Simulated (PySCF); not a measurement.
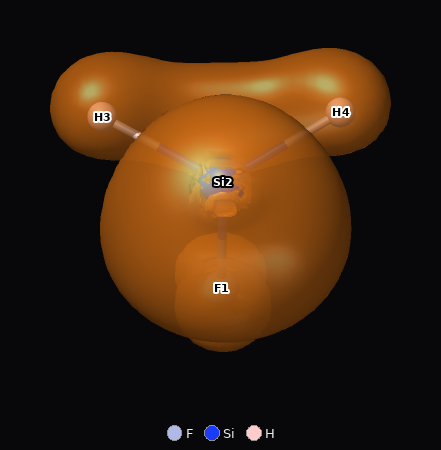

Figure. FH2Si, doublet, SMILES `F[SiH2]`. Spin density ρα − ρβ at ±0.02 e/Å³ (orange: excess α, blue: excess β).

PySCF calculation, BLYP/def2-SVP, gas phase; geometry: GFN2-xTB. No frequency check shows the geometry to be a minimum. The stability of the open-shell solution wasn't checked. GFN2-xTB doesn't know the spin state, so this open-shell geometry is rough.

Q: Where is the unpaired spin?

A: Hirshfeld spin populations: Si2 +0.78, F1 +0.08 and H3 and H4 +0.07. ⟨S²⟩ = 0.75, as for a pure state.

Cost of the run: 5.6 s on 1 thread of Arm Neoverse N1, on a shared host, peak memory 0.2 GiB.
